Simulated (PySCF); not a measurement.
## C4H5FOSi: NMR shielding calculation

- system: C4H5FOSi
- method: GIAO PBE0/pcSseg-2 NMR shielding, non-relativistic, gas phase (PySCF 2.14.0)

The geometry comes from this level: PBE0-D3(BJ)/def2-SVP. Figures and captions count atoms from 1; the log counts them from 0 in places.

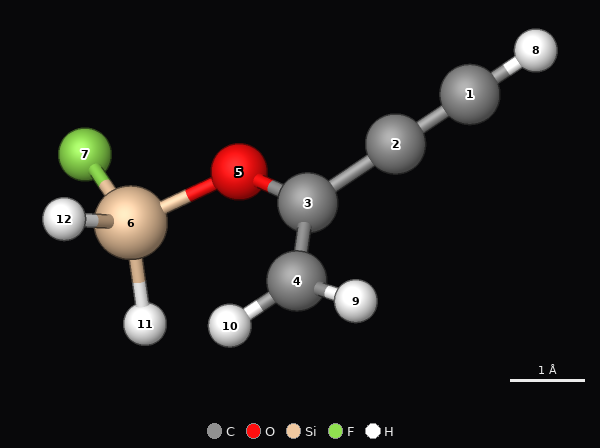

**Figure 1.** The input geometry (ball-and-stick view, seen at a tilt; atoms are numbered from 1 in the order of the input). Bond lengths as drawn: C–C 1.21 to 1.43 Å, C–H 1.07 to 1.09 Å, C–O 1.35 Å, F–Si 1.61 Å, H–Si 1.48 Å and O–Si 1.67 Å.

**Key numbers**

| quantity | value |
| --- | --- |
| outcome | converged |
| total energy | −619.653252 hartree |
| HOMO | −7.11 eV |
| LUMO | −1.05 eV |
| dipole moment | 1.90 D |
| isotropic shielding, C | 32.4 to 99.3 ppm |
| isotropic shielding, O | 192.0 ppm |
| isotropic shielding, Si | 367.9 ppm |
| isotropic shielding, F | 355.4 ppm |
| isotropic shielding, H | 26.0 to 28.5 ppm |
| hardware | 1 CPU thread, shared host |
| wall time | 60 s |
| peak memory | 1.3 GiB |

**The input**
```
{"job": {"kind": "nmr", "xc": "PBE0", "basis": "pcSseg-2", "pop": true}, "charge": 0, "multiplicity": 1}
C      2.003302     1.591161     0.662146
C      1.183596     0.773222     0.305246
C      0.215417    -0.194547    -0.120511
C      0.570321    -1.330902    -0.745975
O     -1.058648     0.158090     0.170213
Si    -2.468090    -0.639455    -0.220456
F     -3.649899     0.295025     0.349454
H      2.728056     2.318919     0.978298
H      1.621177    -1.538921    -0.943157
H     -0.168425    -2.069299    -1.067425
H     -2.606259    -0.745200    -1.694463
H     -2.528863    -1.953267     0.466596
```

The first line tells a small driver script what to run in PySCF; the rest is the geometry in Å.

Launch command:
```bash
OMP_NUM_THREADS=1 python <driver script> task.json out
```

**What the program printed**
```
coarse grid: 11240 points
cycle   1  E = -619.5264946994  dE =  8.867e-01  |g| = 8.481e-01  |ddm| = 2.670e+00
cycle   2  E = -619.3891285195  dE =  1.374e-01  |g| = 1.255e+00  |ddm| = 1.501e+00
cycle   3  E = -619.6473761433  dE = -2.582e-01  |g| = 1.349e-01  |ddm| = 1.021e+00
cycle   4  E = -619.6503077107  dE = -2.932e-03  |g| = 6.027e-02  |ddm| = 1.229e-01
cycle   5  E = -619.6510700941  dE = -7.624e-04  |g| = 2.351e-02  |ddm| = 5.529e-02
cycle   6  E = -619.6512001112  dE = -1.300e-04  |g| = 3.721e-03  |ddm| = 2.361e-02
cycle   7  E = -619.6512018126  dE = -1.701e-06  |g| = 2.171e-03  |ddm| = 4.499e-03
final grid: 106432 points
cycle   8  E = -619.6532367950  dE = -6.286e-05  |g| = 8.250e-03  |ddm| = 5.726e-02
cycle   9  E = -619.6531979552  dE =  3.884e-05  |g| = 1.526e-02  |ddm| = 1.467e-02
cycle  10  E = -619.6532507699  dE = -5.281e-05  |g| = 2.214e-03  |ddm| = 1.065e-02
cycle  11  E = -619.6532519095  dE = -1.140e-06  |g| = 6.269e-04  |ddm| = 2.322e-03
cycle  12  E = -619.6532519794  dE = -6.983e-08  |g| = 2.382e-04  |ddm| = 6.719e-04
cycle  13  E = -619.6532519920  dE = -1.269e-08  |g| = 5.904e-05  |ddm| = 2.332e-04
cycle  14  E = -619.6532519928  dE = -7.342e-10  |g| = 1.818e-05  |ddm| = 4.826e-05
```

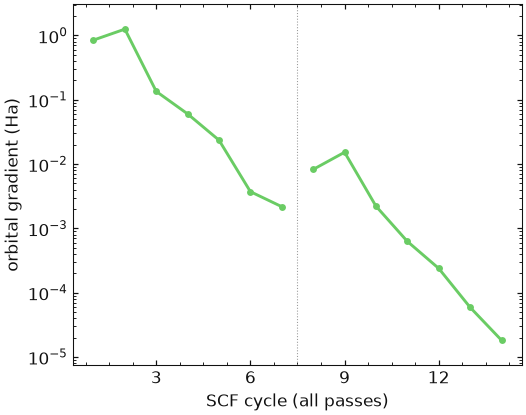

**Figure 2.** Convergence of the self-consistent field: orbital gradient against the SCF cycle. The dotted line marks the change from a coarse to the final integration grid. The first 7 cycles use a coarse grid, the final grid takes over at cycle 8, and the field converges after 14 cycles in all.

```
converged SCF energy = -619.6532519928

GIAO shielding tensors (ppm)
atom      isotropic    diamagn.    paramagn.     s11        s22        s33       span
  0 C       99.259     265.522    -166.263     38.533     43.744    215.500    176.967
  1 C       99.216     260.917    -161.701     -3.351      2.861    298.139    301.490
  2 C       32.393     248.421    -216.028    -76.570     71.798    101.952    178.522
  3 C       76.225     257.429    -181.204    -24.181    104.113    148.742    172.923
  4 O      191.961     394.436    -202.475    147.201    212.710    215.971     68.769
  5 Si     367.877     874.793    -506.916    343.254    373.254    387.123     43.869
  6 F      355.443     464.857    -109.415    287.217    376.356    402.756    115.539
  7 H       28.499      32.369      -3.869     24.490     24.693     36.315     11.825
  8 H       26.291      30.456      -4.165     24.519     24.583     29.771      5.252
  9 H       26.727      32.338      -5.611     23.959     25.150     31.071      7.112
 10 H       25.993      28.348      -2.355     23.047     24.608     30.325      7.279
 11 H       25.973      28.297      -2.324     22.937     24.610     30.371      7.434
```

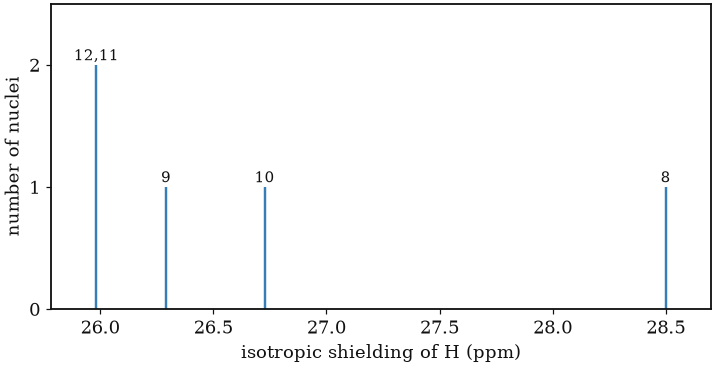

**Figure 3.** Isotropic shieldings of the hydrogen nuclei in this fixed geometry, labelled by atom number; shielding grows to the right, so chemical shift grows to the left. The least shielded is H12 (26.0 ppm), the most shielded H8 (28.5 ppm).

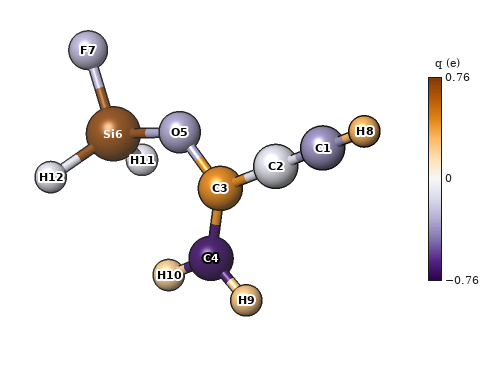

**Figure 4.** ESP-fitted charges, as the colour of each atom (ball-and-stick view, seen at a tilt; atoms are numbered from 1 in the order of the input). By element: C −0.69 to +0.45, O −0.33, Si +0.73, F −0.29 and H −0.10 to +0.30 e.
